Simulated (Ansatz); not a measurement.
## Electronic structure of H6OSi2···NH3 in real space

```xyz
13

Si    0.0613   -0.4608   -0.5382
N     0.3896    0.4198    2.7426
H    -0.4458    0.4243    3.2978
H     1.0687    0.9857    3.2160
H     1.2315    0.4161   -0.4049
H    -1.1713    0.2234   -0.1249
H    -0.0768   -0.8239   -1.9676
O     0.2800   -1.8401    0.3272
Si    0.2526   -3.4657    0.4286
H     1.2340   -4.0680   -0.4940
H     0.5904   -3.8589    1.8093
H    -1.0865   -3.9911    0.0982
H     0.7349   -0.5213    2.7267
```

Computed with Ansatz, RHF/6-31G*.

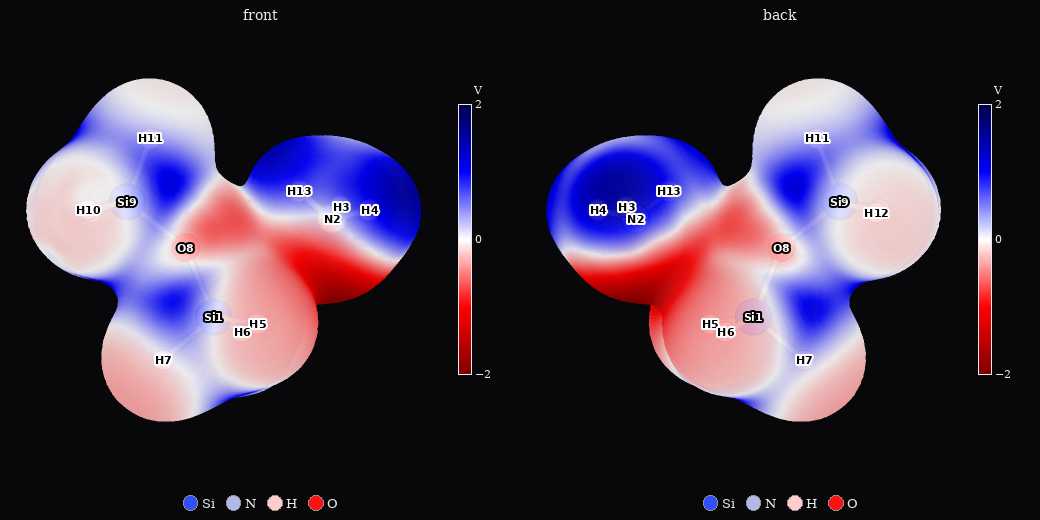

Figure 1. The electrostatic potential painted on the density surface at 0.002 e/bohr³, seen from the front and from behind; red is negative and blue positive.

Q: Where is the surface potential most negative and most positive?

A: The most negative region (about −1.9 V) lies over the gap between the two molecules, near Si1 and N2, the most positive (about +1.5 V) over H3, H4 and Si9. N2 is the likeliest acceptor of a hydrogen bond.

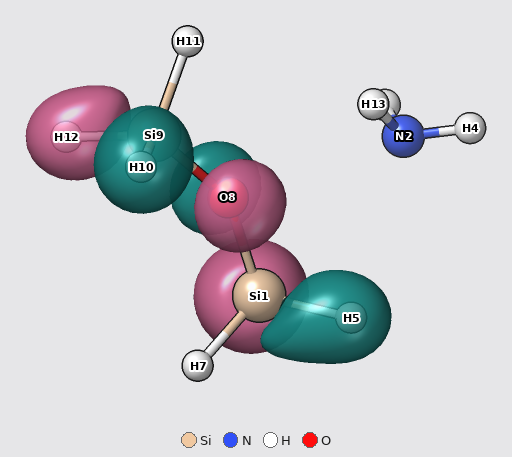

Figure 2. The HOMO−1 at ±0.15 Å⁻³ᐟ² (teal and pink are the two phases), seen at a tilt.

Q: Where does this orbital lie, and at what energy?

A: Its weight (Hirshfeld) is mainly on O8 (about 25 %), Si1 (about 20 %), H6 (about 15 %), Si9 (about 15 %), H10 (about 10 %) and H5 (about 10 %). Its energy is −11.93 eV.

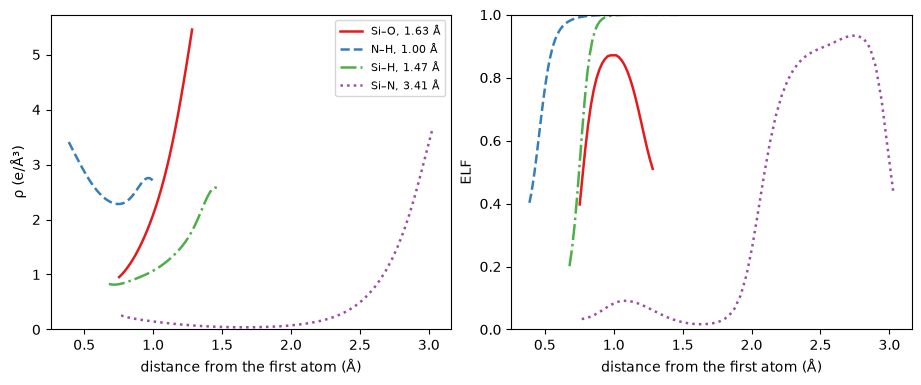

Figure 3. Total electron density and ELF along straight lines between neighbouring atoms. The curves leave out the atomic cores.

Q: Compare the contacts.

A: Si–O (1.63 Å): the density is about 1.1 e/Å³ at the midpoint; the ELF peaks at about 0.85 between the atoms; a shared but strongly polarised pair.
N–H (1.00 Å): ρ is about 2.9 e/Å³ halfway; the ELF climbs to about 1 towards the hydrogen, as it does in any bond to H; a covalent bond by its length.
Si–H (1.47 Å): ρ at the midpoint is about 0.82 e/Å³; the ELF climbs to about 1 towards the hydrogen.
Si1···N2 (3.41 Å): the density falls to about 0.04 e/Å³ on the way; the ELF dips to about 0 between them (a non-bonded, intermolecular contact).
